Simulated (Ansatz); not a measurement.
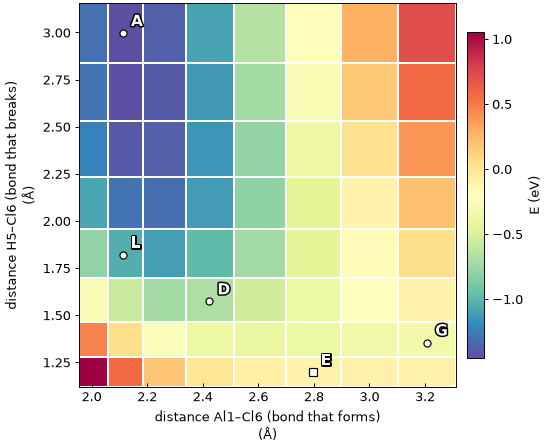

The reacting system AlClH4O3 (fragments AlH₃O₃ + ClH where the first distance is long, AlClH₄O₃ where the second is long). First axis: distance Al1–Cl6 (bond that forms). Second axis: distance H5–Cl6 (bond that breaks). Relaxed at each point: all other coordinates. Grid: 8 × 8 points. Points are written as (first, second). Energies: eV, counted from a guessed transition structure relaxed with its forming and breaking bonds held. Energies and slopes of some neighbouring points disagree (a jump in structure or state, or too coarse a mesh). The reference is spin-restricted, so regions where a bond is pulled apart into radicals lie too high. Computed with RKS B3LYP-D4/def2-SVP in Ansatz 0.2.0.

The picture shows one coloured cell a grid point, lettered points.

Is E the lowest point of the computed grid?

No. E lies 1.36 eV above the lowest grid point, which is at (2.112 Å, 2.997 Å).

Rank the lettered points by energy, lowest first.

A (−1.46 eV), L (−1.04 eV), D (−0.69 eV), G (−0.33 eV), E (−0.10 eV).
